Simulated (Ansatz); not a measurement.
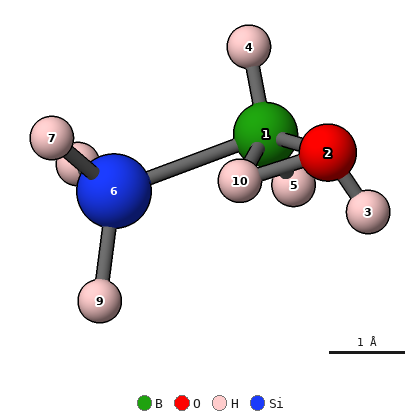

*The structure as given in the input (ball-and-stick view, seen at a tilt; atoms are numbered from 1 in the order of the input).*

**BSiH$_{7}$O: molecular dynamics (part 1 of 3)**

BSiH$_{7}$O, computed with RKS B3LYP/def2-SVP (Ansatz 0.2.0).

It belongs to a series of runs on one base structure; here: dynamics from the highest image of the converged band. Figures and captions count atoms from 1; the log counts them from 0 in places.

## Output
```
Engine: ansatz 0.2.0, aarch64-unknown-linux-gnu
Functional definition: B3LYP
  parameter a0 = 0.2
  parameter ax = 0.72
  parameter ac = 0.81
  exchange = (1 - a0 - ax)*slater_x + ax*b88_x + a0*exact_x
  correlation = (1 - ac)*vwn_rpa_c + ac*lyp_c
864 factors; integrals over basis functions are off by at most 3.7e-4 eV
mean field evaluation 1: about -10705.8608 eV, gradient 4.1e1 eV
mean field evaluation 2: about -10700.7744 eV, gradient 6.7e1 eV
mean field evaluation 4: about -10709.4018 eV, gradient 2.2e0 eV
mean field evaluation 8: about -10709.4347 eV, gradient 9.9e-2 eV
mean field evaluation 16: about -10709.4347 eV, gradient 3.7e-5 eV
mean field -10709.43468518 eV, -393.5644655648 hartree, gradient 3.7e-5 eV, S^2 0.000000; 0 other end points of the search recorded, 0 dependent functions left out
the calculation of the forces begins
reference -10709.43492922 eV, -393.5644745331 hartree; 17, 17 occupied and 64, 64 virtual orbitals, 864 factors
md step     0: t =     0.00 fs  T =   300.0 K  F+E_penalty+E_count = -10709.43468518 eV  E_kin = 0.310224 eV  conserved = -10709.12446118 eV  (24 SCF iters)
these checks for a lower state are left out or cut short: starts, cluster_reference, orbital_swaps, neighbouring_geometries, increment
864 factors; integrals over basis functions are off by at most 3.6e-4 eV
mean field -10709.43516364 eV, -393.5644831480 hartree, gradient 1.2e-5 eV, S^2 0.000000; 0 other end points of the search recorded, 0 dependent functions left out
the calculation of the forces begins
reference -10709.43540756 eV, -393.5644921119 hartree; 17, 17 occupied and 64, 64 virtual orbitals, 864 factors
md step     1: t =     0.50 fs  T =   300.5 K  F+E_penalty+E_count = -10709.43516364 eV  E_kin = 0.310733 eV  conserved = -10709.12443030 eV  (28 SCF iters)
[... from here on the SCF iterations and repeated set-up lines of each step are left out, up to the last step ...]
md step     2: t =     1.00 fs  T =   302.4 K  F+E_penalty+E_count = -10709.43699986 eV  E_kin = 0.312664 eV  conserved = -10709.12433544 eV  (27 SCF iters)
md step     3: t =     1.50 fs  T =   307.1 K  F+E_penalty+E_count = -10709.44175634 eV  E_kin = 0.317564 eV  conserved = -10709.12419236 eV  (27 SCF iters)
md step     4: t =     2.00 fs  T =   316.9 K  F+E_penalty+E_count = -10709.45178179 eV  E_kin = 0.327749 eV  conserved = -10709.12403268 eV  (27 SCF iters)
md step     5: t =     2.50 fs  T =   334.4 K  F+E_penalty+E_count = -10709.46972683 eV  E_kin = 0.345830 eV  conserved = -10709.12389706 eV  (27 SCF iters)
md step     6: t =     3.00 fs  T =   361.8 K  F+E_penalty+E_count = -10709.49793043 eV  E_kin = 0.374104 eV  conserved = -10709.12382658 eV  (27 SCF iters)
md step     7: t =     3.50 fs  T =   400.3 K  F+E_penalty+E_count = -10709.53781223 eV  E_kin = 0.413957 eV  conserved = -10709.12385486 eV  (27 SCF iters)
md step     8: t =     4.00 fs  T =   450.0 K  F+E_penalty+E_count = -10709.58938509 eV  E_kin = 0.465377 eV  conserved = -10709.12400775 eV  (27 SCF iters)
md step     9: t =     4.50 fs  T =   509.2 K  F+E_penalty+E_count = -10709.65090565 eV  E_kin = 0.526599 eV  conserved = -10709.12430649 eV  (27 SCF iters)
md step    10: t =     5.00 fs  T =   574.3 K  F+E_penalty+E_count = -10709.71860577 eV  E_kin = 0.593832 eV  conserved = -10709.12477363 eV  (27 SCF iters)
md step    11: t =     5.50 fs  T =   639.2 K  F+E_penalty+E_count = -10709.78644422 eV  E_kin = 0.661017 eV  conserved = -10709.12542681 eV  (27 SCF iters)
md step    12: t =     6.00 fs  T =   696.0 K  F+E_penalty+E_count = -10709.84598575 eV  E_kin = 0.719737 eV  conserved = -10709.12624870 eV  (27 SCF iters)
md step    13: t =     6.50 fs  T =   734.7 K  F+E_penalty+E_count = -10709.88683447 eV  E_kin = 0.759699 eV  conserved = -10709.12713542 eV  (27 SCF iters)
md step    14: t =     7.00 fs  T =   745.1 K  F+E_penalty+E_count = -10709.89836923 eV  E_kin = 0.770528 eV  conserved = -10709.12784075 eV  (27 SCF iters)
md step    15: t =     7.50 fs  T =   721.0 K  F+E_penalty+E_count = -10709.87351414 eV  E_kin = 0.745536 eV  conserved = -10709.12797817 eV  (27 SCF iters)
md step    16: t =     8.00 fs  T =   664.5 K  F+E_penalty+E_count = -10709.81430374 eV  E_kin = 0.687123 eV  conserved = -10709.12718024 eV  (27 SCF iters)
md step    17: t =     8.50 fs  T =   591.2 K  F+E_penalty+E_count = -10709.73674783 eV  E_kin = 0.611317 eV  conserved = -10709.12543126 eV  (25 SCF iters)
md step    18: t =     9.00 fs  T =   528.8 K  F+E_penalty+E_count = -10709.67016561 eV  E_kin = 0.546791 eV  conserved = -10709.12337457 eV  (28 SCF iters)
md step    19: t =     9.50 fs  T =   507.6 K  F+E_penalty+E_count = -10709.64701784 eV  E_kin = 0.524871 eV  conserved = -10709.12214663 eV  (27 SCF iters)
md step    20: t =    10.00 fs  T =   545.0 K  F+E_penalty+E_count = -10709.68613631 eV  E_kin = 0.563535 eV  conserved = -10709.12260132 eV  (27 SCF iters)
md step    21: t =    10.50 fs  T =   634.4 K  F+E_penalty+E_count = -10709.78053000 eV  E_kin = 0.655970 eV  conserved = -10709.12456036 eV  (27 SCF iters)
md step    22: t =    11.00 fs  T =   747.7 K  F+E_penalty+E_count = -10709.90009618 eV  E_kin = 0.773150 eV  conserved = -10709.12694607 eV  (27 SCF iters)
md step    23: t =    11.50 fs  T =   849.8 K  F+E_penalty+E_count = -10710.00742935 eV  E_kin = 0.878798 eV  conserved = -10709.12863169 eV  (27 SCF iters)
md step    24: t =    12.00 fs  T =   914.6 K  F+E_penalty+E_count = -10710.07483476 eV  E_kin = 0.945734 eV  conserved = -10709.12910069 eV  (27 SCF iters)
md step    25: t =    12.50 fs  T =   932.5 K  F+E_penalty+E_count = -10710.09279871 eV  E_kin = 0.964317 eV  conserved = -10709.12848209 eV  (27 SCF iters)
md step    26: t =    13.00 fs  T =   910.5 K  F+E_penalty+E_count = -10710.06879684 eV  E_kin = 0.941564 eV  conserved = -10709.12723292 eV  (27 SCF iters)
md step    27: t =    13.50 fs  T =   865.4 K  F+E_penalty+E_count = -10710.02072536 eV  E_kin = 0.894882 eV  conserved = -10709.12584337 eV  (27 SCF iters)
md step    28: t =    14.00 fs  T =   816.9 K  F+E_penalty+E_count = -10709.96940943 eV  E_kin = 0.844730 eV  conserved = -10709.12467958 eV  (27 SCF iters)
md step    29: t =    14.50 fs  T =   782.2 K  F+E_penalty+E_count = -10709.93278511 eV  E_kin = 0.808858 eV  conserved = -10709.12392692 eV  (27 SCF iters)
md step    30: t =    15.00 fs  T =   772.8 K  F+E_penalty+E_count = -10709.92273741 eV  E_kin = 0.799130 eV  conserved = -10709.12360732 eV  (27 SCF iters)
md step    31: t =    15.50 fs  T =   793.8 K  F+E_penalty+E_count = -10709.94445557 eV  E_kin = 0.820818 eV  conserved = -10709.12363708 eV  (27 SCF iters)
md step    32: t =    16.00 fs  T =   844.8 K  F+E_penalty+E_count = -10709.99746889 eV  E_kin = 0.873566 eV  conserved = -10709.12390257 eV  (26 SCF iters)
md step    33: t =    16.50 fs  T =   921.6 K  F+E_penalty+E_count = -10710.07727021 eV  E_kin = 0.952957 eV  conserved = -10709.12431350 eV  (27 SCF iters)
md step    34: t =    17.00 fs  T =  1017.2 K  F+E_penalty+E_count = -10710.17672890 eV  E_kin = 1.051914 eV  conserved = -10709.12481506 eV  (27 SCF iters)
md step    35: t =    17.50 fs  T =  1123.4 K  F+E_penalty+E_count = -10710.28706036 eV  E_kin = 1.161690 eV  conserved = -10709.12537021 eV  (27 SCF iters)
md step    36: t =    18.00 fs  T =  1230.7 K  F+E_penalty+E_count = -10710.39855549 eV  E_kin = 1.272621 eV  conserved = -10709.12593489 eV  (23 SCF iters)
md step    37: t =    18.50 fs  T =  1329.6 K  F+E_penalty+E_count = -10710.50139812 eV  E_kin = 1.374954 eV  conserved = -10709.12644455 eV  (27 SCF iters)
md step    38: t =    19.00 fs  T =  1411.8 K  F+E_penalty+E_count = -10710.58675786 eV  E_kin = 1.459943 eV  conserved = -10709.12681503 eV  (26 SCF iters)
md step    39: t =    19.50 fs  T =  1471.0 K  F+E_penalty+E_count = -10710.64812545 eV  E_kin = 1.521166 eV  conserved = -10709.12695993 eV  (27 SCF iters)
md step    40: t =    20.00 fs  T =  1504.6 K  F+E_penalty+E_count = -10710.68264895 eV  E_kin = 1.555834 eV  conserved = -10709.12681512 eV  (27 SCF iters)
md step    41: t =    20.50 fs  T =  1514.1 K  F+E_penalty+E_count = -10710.69208625 eV  E_kin = 1.565715 eV  conserved = -10709.12637135 eV  (26 SCF iters)
md step    42: t =    21.00 fs  T =  1505.9 K  F+E_penalty+E_count = -10710.68289133 eV  E_kin = 1.557189 eV  conserved = -10709.12570236 eV  (27 SCF iters)
md step    43: t =    21.50 fs  T =  1489.3 K  F+E_penalty+E_count = -10710.66502867 eV  E_kin = 1.540060 eV  conserved = -10709.12496908 eV  (27 SCF iters)
md step    44: t =    22.00 fs  T =  1474.9 K  F+E_penalty+E_count = -10710.64950142 eV  E_kin = 1.525126 eV  conserved = -10709.12437569 eV  (27 SCF iters)
md step    45: t =    22.50 fs  T =  1471.0 K  F+E_penalty+E_count = -10710.64525819 eV  E_kin = 1.521171 eV  conserved = -10709.12408762 eV  (27 SCF iters)
md step    46: t =    23.00 fs  T =  1482.0 K  F+E_penalty+E_count = -10710.65669007 eV  E_kin = 1.532536 eV  conserved = -10709.12415412 eV  (27 SCF iters)
md step    47: t =    23.50 fs  T =  1507.0 K  F+E_penalty+E_count = -10710.68283896 eV  E_kin = 1.558348 eV  conserved = -10709.12449051 eV  (27 SCF iters)
md step    48: t =    24.00 fs  T =  1541.1 K  F+E_penalty+E_count = -10710.71858101 eV  E_kin = 1.593647 eV  conserved = -10709.12493379 eV  (27 SCF iters)
md step    49: t =    24.50 fs  T =  1577.9 K  F+E_penalty+E_count = -10710.75701365 eV  E_kin = 1.631687 eV  conserved = -10709.12532676 eV  (27 SCF iters)
md step    50: t =    25.00 fs  T =  1611.3 K  F+E_penalty+E_count = -10710.79183448 eV  E_kin = 1.666260 eV  conserved = -10709.12557491 eV  (27 SCF iters)
md step    51: t =    25.50 fs  T =  1637.4 K  F+E_penalty+E_count = -10710.81884286 eV  E_kin = 1.693185 eV  conserved = -10709.12565746 eV  (27 SCF iters)
md step    52: t =    26.00 fs  T =  1654.4 K  F+E_penalty+E_count = -10710.83636867 eV  E_kin = 1.710766 eV  conserved = -10709.12560224 eV  (28 SCF iters)
md step    53: t =    26.50 fs  T =  1662.8 K  F+E_penalty+E_count = -10710.84494497 eV  E_kin = 1.719492 eV  conserved = -10709.12545265 eV  (27 SCF iters)
md step    54: t =    27.00 fs  T =  1664.7 K  F+E_penalty+E_count = -10710.84667968 eV  E_kin = 1.721430 eV  conserved = -10709.12524954 eV  (25 SCF iters)
md step    55: t =    27.50 fs  T =  1662.9 K  F+E_penalty+E_count = -10710.84463706 eV  E_kin = 1.719614 eV  conserved = -10709.12502315 eV  (27 SCF iters)
md step    56: t =    28.00 fs  T =  1660.9 K  F+E_penalty+E_count = -10710.84234762 eV  E_kin = 1.717552 eV  conserved = -10709.12479593 eV  (27 SCF iters)
md step    57: t =    28.50 fs  T =  1662.2 K  F+E_penalty+E_count = -10710.84340842 eV  E_kin = 1.718817 eV  conserved = -10709.12459129 eV  (27 SCF iters)
md step    58: t =    29.00 fs  T =  1669.7 K  F+E_penalty+E_count = -10710.85107596 eV  E_kin = 1.726639 eV  conserved = -10709.12443666 eV  (27 SCF iters)
md step    59: t =    29.50 fs  T =  1686.0 K  F+E_penalty+E_count = -10710.86780610 eV  E_kin = 1.743445 eV  conserved = -10709.12436130 eV  (27 SCF iters)
md step    60: t =    30.00 fs  T =  1712.1 K  F+E_penalty+E_count = -10710.89478792 eV  E_kin = 1.770401 eV  conserved = -10709.12438685 eV  (27 SCF iters)
md step    61: t =    30.50 fs  T =  1747.5 K  F+E_penalty+E_count = -10710.93161096 eV  E_kin = 1.807093 eV  conserved = -10709.12451755 eV  (27 SCF iters)
md step    62: t =    31.00 fs  T =  1790.5 K  F+E_penalty+E_count = -10710.97620952 eV  E_kin = 1.851473 eV  conserved = -10709.12473635 eV  (27 SCF iters)
md step    63: t =    31.50 fs  T =  1837.5 K  F+E_penalty+E_count = -10711.02513483 eV  E_kin = 1.900124 eV  conserved = -10709.12501094 eV  (27 SCF iters)
md step    64: t =    32.00 fs  T =  1884.5 K  F+E_penalty+E_count = -10711.07406721 eV  E_kin = 1.948762 eV  conserved = -10709.12530532 eV  (27 SCF iters)
md step    65: t =    32.50 fs  T =  1927.1 K  F+E_penalty+E_count = -10711.11839964 eV  E_kin = 1.992811 eV  conserved = -10709.12558893 eV  (27 SCF iters)
md step    66: t =    33.00 fs  T =  1961.1 K  F+E_penalty+E_count = -10711.15375370 eV  E_kin = 2.027917 eV  conserved = -10709.12583651 eV  (27 SCF iters)
md step    67: t =    33.50 fs  T =  1982.8 K  F+E_penalty+E_count = -10711.17640778 eV  E_kin = 2.050384 eV  conserved = -10709.12602367 eV  (27 SCF iters)
md step    68: t =    34.00 fs  T =  1989.8 K  F+E_penalty+E_count = -10711.18371659 eV  E_kin = 2.057600 eV  conserved = -10709.12611674 eV  (27 SCF iters)
md step    69: t =    34.50 fs  T =  1981.1 K  F+E_penalty+E_count = -10711.17464010 eV  E_kin = 2.048567 eV  conserved = -10709.12607326 eV  (27 SCF iters)
md step    70: t =    35.00 fs  T =  1957.8 K  F+E_penalty+E_count = -10711.15037689 eV  E_kin = 2.024524 eV  conserved = -10709.12585295 eV  (27 SCF iters)
md step    71: t =    35.50 fs  T =  1923.9 K  F+E_penalty+E_count = -10711.11489827 eV  E_kin = 1.989450 eV  conserved = -10709.12544830 eV  (27 SCF iters)
md step    72: t =    36.00 fs  T =  1885.8 K  F+E_penalty+E_count = -10711.07495359 eV  E_kin = 1.950039 eV  conserved = -10709.12491417 eV  (23 SCF iters)
md step    73: t =    36.50 fs  T =  1851.6 K  F+E_penalty+E_count = -10711.03912113 eV  E_kin = 1.914741 eV  conserved = -10709.12438044 eV  (23 SCF iters)
md step    74: t =    37.00 fs  T =  1829.4 K  F+E_penalty+E_count = -10711.01580133 eV  E_kin = 1.891790 eV  conserved = -10709.12401147 eV  (24 SCF iters)
md step    75: t =    37.50 fs  T =  1824.6 K  F+E_penalty+E_count = -10711.01072221 eV  E_kin = 1.886786 eV  conserved = -10709.12393584 eV  (24 SCF iters)
md step    76: t =    38.00 fs  T =  1838.2 K  F+E_penalty+E_count = -10711.02502810 eV  E_kin = 1.900852 eV  conserved = -10709.12417637 eV  (24 SCF iters)
md step    77: t =    38.50 fs  T =  1866.7 K  F+E_penalty+E_count = -10711.05495154 eV  E_kin = 1.930315 eV  conserved = -10709.12463618 eV  (24 SCF iters)
md step    78: t =    39.00 fs  T =  1903.3 K  F+E_penalty+E_count = -10711.09326635 eV  E_kin = 1.968116 eV  conserved = -10709.12515032 eV  (24 SCF iters)
md step    79: t =    39.50 fs  T =  1940.1 K  F+E_penalty+E_count = -10711.13177840 eV  E_kin = 2.006215 eV  conserved = -10709.12556321 eV  (24 SCF iters)
md step    80: t =    40.00 fs  T =  1970.8 K  F+E_penalty+E_count = -10711.16371763 eV  E_kin = 2.037934 eV  conserved = -10709.12578365 eV  (26 SCF iters)
md step    81: t =    40.50 fs  T =  1991.5 K  F+E_penalty+E_count = -10711.18520272 eV  E_kin = 2.059407 eV  conserved = -10709.12579602 eV  (26 SCF iters)
md step    82: t =    41.00 fs  T =  2001.7 K  F+E_penalty+E_count = -10711.19556625 eV  E_kin = 2.069924 eV  conserved = -10709.12564204 eV  (24 SCF iters)
md step    83: t =    41.50 fs  T =  2003.1 K  F+E_penalty+E_count = -10711.19678298 eV  E_kin = 2.071391 eV  conserved = -10709.12539164 eV  (24 SCF iters)
md step    84: t =    42.00 fs  T =  1999.2 K  F+E_penalty+E_count = -10711.19240962 eV  E_kin = 2.067287 eV  conserved = -10709.12512251 eV  (24 SCF iters)
md step    85: t =    42.50 fs  T =  1993.6 K  F+E_penalty+E_count = -10711.18639239 eV  E_kin = 2.061491 eV  conserved = -10709.12490098 eV  (26 SCF iters)
md step    86: t =    43.00 fs  T =  1989.5 K  F+E_penalty+E_count = -10711.18204024 eV  E_kin = 2.057274 eV  conserved = -10709.12476634 eV  (26 SCF iters)
md step    87: t =    43.50 fs  T =  1988.9 K  F+E_penalty+E_count = -10711.18139519 eV  E_kin = 2.056671 eV  conserved = -10709.12472424 eV  (23 SCF iters)
md step    88: t =    44.00 fs  T =  1992.5 K  F+E_penalty+E_count = -10711.18511462 eV  E_kin = 2.060364 eV  conserved = -10709.12475044 eV  (23 SCF iters)
md step    89: t =    44.50 fs  T =  1999.8 K  F+E_penalty+E_count = -10711.19280991 eV  E_kin = 2.068004 eV  conserved = -10709.12480592 eV  (23 SCF iters)
md step    90: t =    45.00 fs  T =  2010.3 K  F+E_penalty+E_count = -10711.20361865 eV  E_kin = 2.078763 eV  conserved = -10709.12485564 eV  (24 SCF iters)
md step    91: t =    45.50 fs  T =  2022.9 K  F+E_penalty+E_count = -10711.21672820 eV  E_kin = 2.091846 eV  conserved = -10709.12488207 eV  (24 SCF iters)
md step    92: t =    46.00 fs  T =  2037.3 K  F+E_penalty+E_count = -10711.23164737 eV  E_kin = 2.106759 eV  conserved = -10709.12488841 eV  (23 SCF iters)
md step    93: t =    46.50 fs  T =  2053.3 K  F+E_penalty+E_count = -10711.24817494 eV  E_kin = 2.123283 eV  conserved = -10709.12489188 eV  (24 SCF iters)
md step    94: t =    47.00 fs  T =  2070.7 K  F+E_penalty+E_count = -10711.26615432 eV  E_kin = 2.141240 eV  conserved = -10709.12491416 eV  (23 SCF iters)
md step    95: t =    47.50 fs  T =  2089.0 K  F+E_penalty+E_count = -10711.28516198 eV  E_kin = 2.160191 eV  conserved = -10709.12497056 eV  (24 SCF iters)
md step    96: t =    48.00 fs  T =  2107.4 K  F+E_penalty+E_count = -10711.30427861 eV  E_kin = 2.179213 eV  conserved = -10709.12506558 eV  (24 SCF iters)
```
